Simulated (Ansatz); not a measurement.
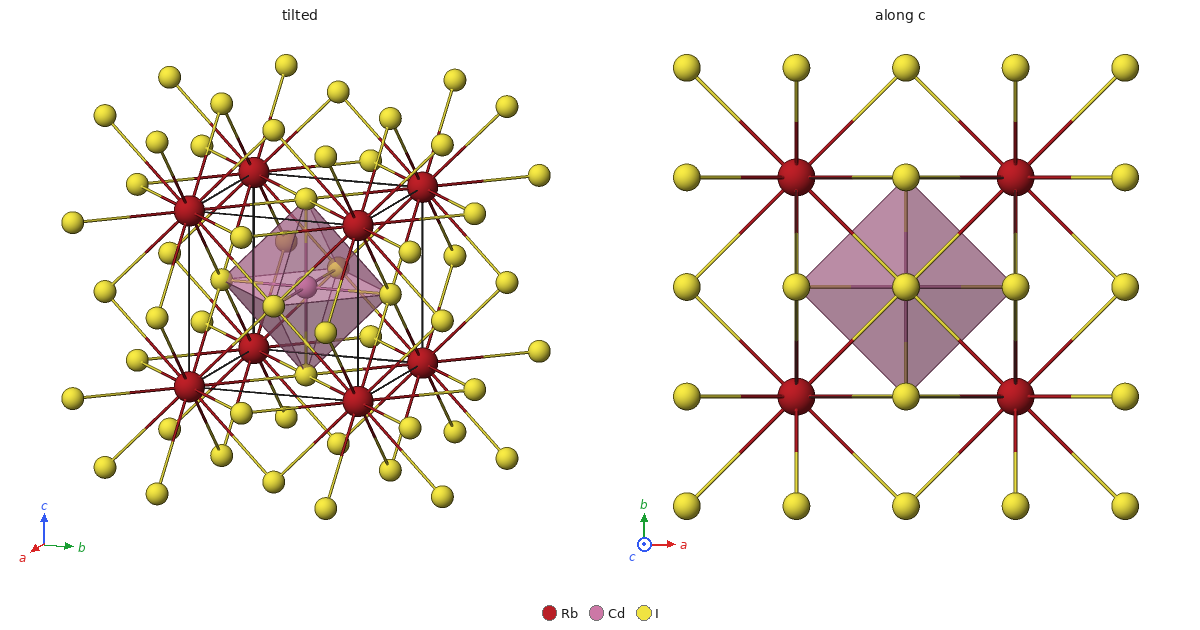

The figure gives a polyhedral picture of the atoms, viewed slightly off an axis and along the c axis. The wireframe shows the conventional unit cell. Some atoms of the next cells are drawn as well.

RbCdI₃, cubic perovskite, space group Pm-3m (No. 221), a = 5.951 Å, b = 5.951 Å, c = 5.951 Å, α = 90.00°, β = 90.00°, γ = 90.00°. The initial geometry was a structure type filled with these elements by a generator (whether the compound takes this form wasn't checked). Earlier steps of the study may have refined or changed the cell and positions. Ansatz was used for an electronic-structure calculation on it.

This one geometry was computed with Ansatz (DFT, plane waves, PAW) at three levels of theory: r2SCAN, PBE and HSE06. It was relaxed beforehand with r2SCAN.

How does the band gap change with the level of theory?

PBE: a metal; r2SCAN: a gap of 0.18 eV, indirect; HSE06: a gap of 0.59 eV, indirect.

Collect the results in a table.

| level | cutoff (eV) | k-mesh of the run's cell | gap (eV) | pressure (GPa) |
| --- | --- | --- | --- | --- |
| r2SCAN | 500 | 4×4×4 | 0.18 | 0.0 |
| PBE | 420 | 4×4×4 | metal | 0.6 |
| HSE06 | 420 | 4×4×4 | 0.59 | 0.1 |

Gaps are taken on the k-mesh or band path of each run.
